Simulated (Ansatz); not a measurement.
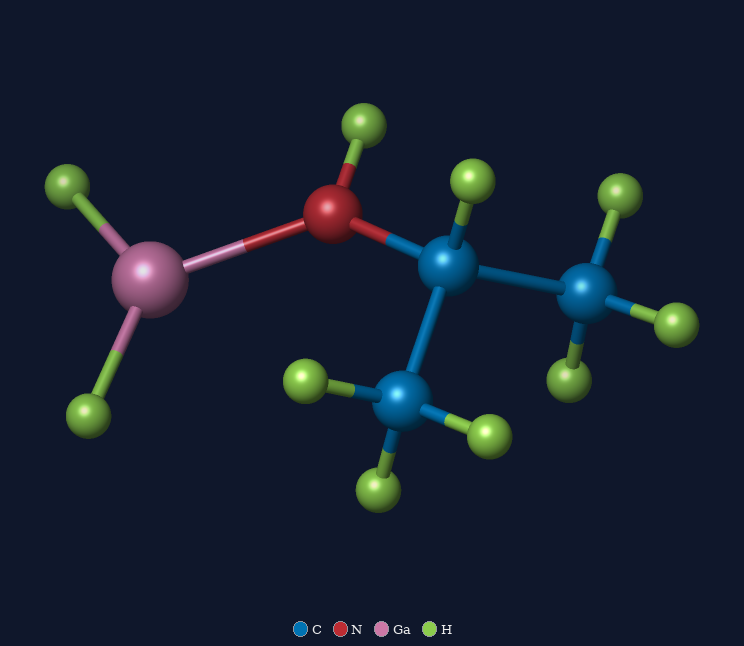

The structure as it stands in the input.

Input file:

```yaml
crystal:
  periodic: [false, false, false]
  atoms:
    - {symbol: C, position_ang: [-0.962389, -0.918263, 0.551884]}
    - {symbol: C, position_ang: [0.257191, -0.025651, 0.655011]}
    - {symbol: C, position_ang: [1.535990, -0.825571, 0.443376]}
    - {symbol: N, position_ang: [0.181239, 1.080772, -0.279112]}
    - {symbol: Ga, position_ang: [-1.052234, 1.573959, -1.521690]}
    - {symbol: H, position_ang: [-1.883312, -0.361667, 0.739790]}
    - {symbol: H, position_ang: [-1.034841, -1.363426, -0.445163]}
    - {symbol: H, position_ang: [-0.900993, -1.729080, 1.280414]}
    - {symbol: H, position_ang: [0.284584, 0.376655, 1.680143]}
    - {symbol: H, position_ang: [2.417401, -0.183146, 0.520693]}
    - {symbol: H, position_ang: [1.536221, -1.280821, -0.550922]}
    - {symbol: H, position_ang: [1.633045, -1.618518, 1.189915]}
    - {symbol: H, position_ang: [1.004795, 1.663422, -0.230863]}
    - {symbol: H, position_ang: [-2.366891, 0.757978, -1.707560]}
    - {symbol: H, position_ang: [-0.649786, 2.853354, -2.325906]}
basis:
  gaussian: {orbitals: cc-pVTZ, final_grid: {core_spheres: 20, valence_spheres: 16, degree: 47}}
hamiltonian: {xc: {name: B2GP-PLYP}}
```

Command:

```sh
ansatz run in.yaml --threads 4 --pin off --events-out ev --progress --plain --max-ram 10444MiB
```

Output:

```
Functional definition: B2GP-PLYP
  name "B2GP-PLYP"
  cite "Karton, Tarnopolsky, Lamère, Schatz & Martin, J. Phys. Chem. A 112, 12868 (2008) doi:10.1021/jp801805p"
  cite "Becke, Phys. Rev. A 38, 3098 (1988) doi:10.1103/PhysRevA.38.3098"
  cite "Lee, Yang & Parr, Phys. Rev. B 37, 785 (1988) doi:10.1103/PhysRevB.37.785"
  parameter a = 0.65
  parameter c = 0.36
  exchange = (1 - a)*b88_x + a*exact_x
  correlation = (1 - c)*lyp_c + c*(mp2_os + mp2_ss)
1732 factors; integrals over basis functions are off by at most 1.4e-3 eV
mean field evaluation 1: about -57107.9876 eV, gradient 5.6e1 eV
mean field evaluation 2: about -57108.1066 eV, gradient 5.6e1 eV
mean field evaluation 4: about -57114.9484 eV, gradient 8.9e0 eV
mean field evaluation 8: about -57115.1192 eV, gradient 3.8e-1 eV
mean field evaluation 16: about -57115.1196 eV, gradient 2.7e-4 eV
mean field -57115.11960045 eV, -2098.9419312979 hartree, gradient 3.7e-6 eV, S^2 0.000000; 0 other end points of the search recorded, 0 dependent functions left out
13 core orbitals not correlated: weight in the atoms' cores, before any rotation towards them, 1.000 or more for the frozen orbitals, at most 0.000 for the correlated occupied ones
reference -57115.11974865 eV, -2098.9419367444 hartree; 20, 20 occupied and 270, 270 virtual orbitals, 1732 factors
second order -28.91136437 eV of doubles, -0.00000000 eV of singles
Total energy: -57125.52783983 eV, -2099.3244270402 hartree
```

The calculation finished and met its thresholds.
